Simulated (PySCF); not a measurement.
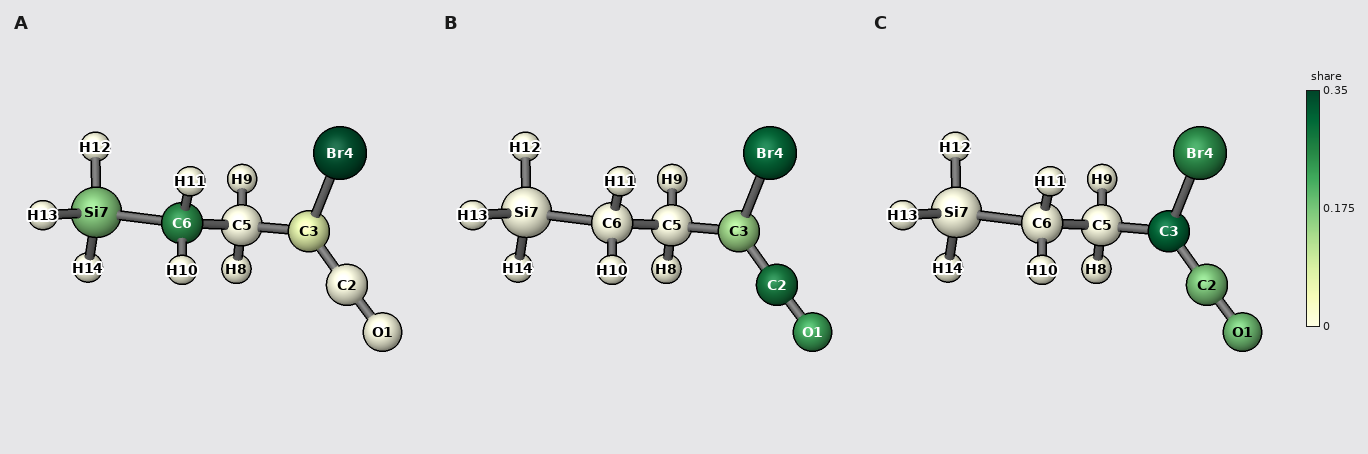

Each panel colours the atoms by their Löwdin share in one orbital (up to four of the largest shares; other atoms are shown as zero). Computed geometry: GFN2-xTB optimisation. No frequency run is at hand to confirm it as a minimum. Method: CAM-B3LYP/def2-SVPD (PySCF 2.14.0).

> The panels show the HOMO−2, HOMO, LUMO, in some order. Which is which?

A: HOMO−2, −10.33 eV; Br4 0.34, C6 0.25, Si7 0.16, C3 0.07
B: LUMO, −1.12 eV; Br4 0.30, C2 0.28, O1 0.22, C3 0.14
C: HOMO, −8.06 eV; C3 0.30, Br4 0.25, O1 0.18, C2 0.17

The geometry is semi-empirical. Around Br, Si such bond lengths and angles can be off by a tenth of an ångström or more and by several degrees, and values that hang on the shape move with them.
